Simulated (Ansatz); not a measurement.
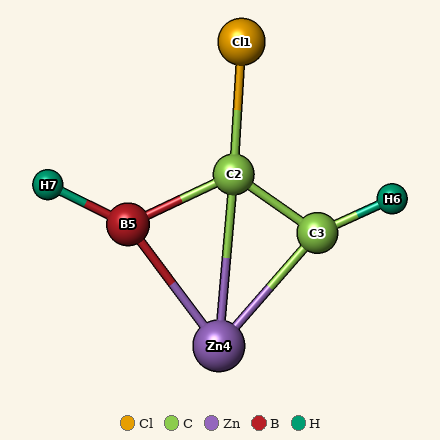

The system is C₂H₂BClZn; the picture shows the reference structure. First axis: bond length Cl1–C2. Second axis: angle Cl1–C2–C3. Nothing is relaxed (all other coordinates rigid). The grid has 9 × 9 points. Points are written as (first, second). Energies are in kcal/mol, from the relaxed molecule at the same level. The reference is spin-restricted, which grows unreliable where a bond is stretched far. All numbers below come from RKS r2SCAN-D4/def2-SVP (Ansatz 0.2.0).

Its coordinates:

```xyz
7

Cl   -0.0743   -2.1054   -0.4496
C    -0.0152   -0.3738   -0.0100
C    -0.1615    0.0524    1.2873
Zn    0.0723    1.8812    0.4985
B     0.2092    0.6754   -1.1455
H    -0.3213   -0.6746    2.0955
H     0.3520    0.4769   -2.3219
```

Range: bond length Cl1–C2 from 1.466 to 2.681 Å; angle Cl1–C2–C3 from 87.0 to 157.0°.

Q: What will the energy surface look like?

A: The lowest grid point is at (1.770 Å, 122.0°), 0.06 kcal/mol from the relaxed molecule at the same level. No other kind of well shows on this grid. The highest grid point, (1.466 Å, 87.0°), lies 120.0 kcal/mol above the lowest. Round the minimum the two coordinates are nearly uncoupled.

| angle Cl1–C2–C3 ↓, bond length Cl1–C2 → | 1.466 | 1.618 | 1.770 | 1.922 | 2.074 | 2.226 | 2.377 | 2.529 | 2.681 |
| --- | --- | --- | --- | --- | --- | --- | --- | --- | --- |
| 157.0 | 94.7 | 56.6 | 41.8 | 37.4 | 37.9 | 40.8 | 45.0 | 49.8 | 54.8 |
| 148.2 | 68.4 | 33.2 | 21.5 | 20.5 | 24.3 | 30.2 | 36.8 | 43.6 | 50.2 |
| 139.5 | 51.6 | 18.6 | 9.2 | 10.4 | 16.3 | 23.9 | 32.0 | 39.9 | 47.4 |
| 130.7 | 42.2 | 10.4 | 2.3 | 4.8 | 11.7 | 20.3 | 29.1 | 37.7 | 45.7 |
| 122.0 | 39.7 | 8.0 | 0.1 | 2.8 | 10.1 | 19.0 | 28.1 | 36.9 | 45.0 |
| 113.2 | 44.3 | 11.3 | 2.4 | 4.5 | 11.3 | 19.8 | 28.6 | 37.2 | 45.2 |
| 104.5 | 57.1 | 21.3 | 10.1 | 10.3 | 15.6 | 23.0 | 31.0 | 39.0 | 46.5 |
| 95.7 | 81.0 | 40.3 | 25.0 | 21.9 | 24.4 | 29.6 | 35.9 | 42.6 | 49.1 |
| 87.0 | 120.0 | 72.4 | 50.8 | 42.1 | 39.9 | 41.3 | 44.5 | 48.8 | 53.6 |

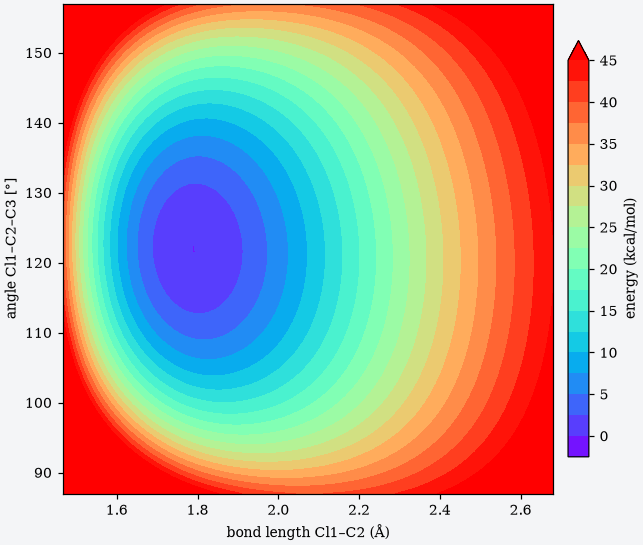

Drawn: filled contours, one colour for all values above the top of the scale. Between grid points the surface is interpolated.

Each point was launched as `ansatz run input.yaml --threads 1 --pin off --max-ram 2560MiB --backend cpu --events-out ev --progress --plain --runs-dir out`. The whole map (81 points run) took 13 min on 1 thread of Arm Neoverse V1, on a shared host.
